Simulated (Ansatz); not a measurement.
**A ladder of methods for CH3ClF2Si (SMILES C[Si](F)(F)Cl)**

CH3ClF2Si: 8 atoms, total charge 0, spin state singlet. As SMILES, `C[Si](F)(F)Cl`. Geometry: optimised at B3LYP/def2-SVP.

Quantity: the adiabatic electron affinity (to the doublet anion, shapes relaxed at B3LYP/def2-SVP, no zero-point term), in eV. The values are calculated.

The electron affinity is E(neutral) − E(anion): positive where the electron is bound.

```json
{"level": "HF/def2-SVP", "kind": "Hartree–Fock", "program": "Ansatz", "value (eV)": "-1.33", "CPU time (all runs)": "2 s"}
{"level": "PBE/def2-SVP", "kind": "GGA", "program": "Ansatz", "value (eV)": "-0.77", "CPU time (all runs)": "5.2 s"}
{"level": "r2SCAN/def2-SVP", "kind": "meta-GGA", "program": "Ansatz", "value (eV)": "-0.73", "CPU time (all runs)": "12 s"}
{"level": "B3LYP/def2-SVP", "kind": "global hybrid", "program": "Ansatz", "value (eV)": "-0.75", "CPU time (all runs)": "6.9 s"}
{"level": "wB97M-V/def2-SVP", "kind": "range-separated hybrid", "program": "Ansatz", "value (eV)": "-1.02", "CPU time (all runs)": "30 s"}
{"level": "MP2/def2-SVP", "kind": "perturbation theory", "program": "Ansatz", "value (eV)": "-1.36", "CPU time (all runs)": "2.5 s"}
```

The values span -1.36 to -0.73 eV. Negative values mean that the anion is unbound at that level; they are set by how diffuse the basis is and aren't properties of the molecule, whose anion may well be bound. In so small a basis fixed costs decide the times, and correlated methods can beat functionals. Times are those of the runs behind each value, whatever else they computed, on shared processors of several kinds: orders of magnitude only.

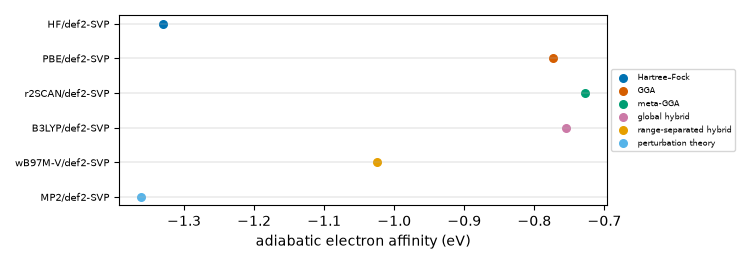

The values of the table, level by level.
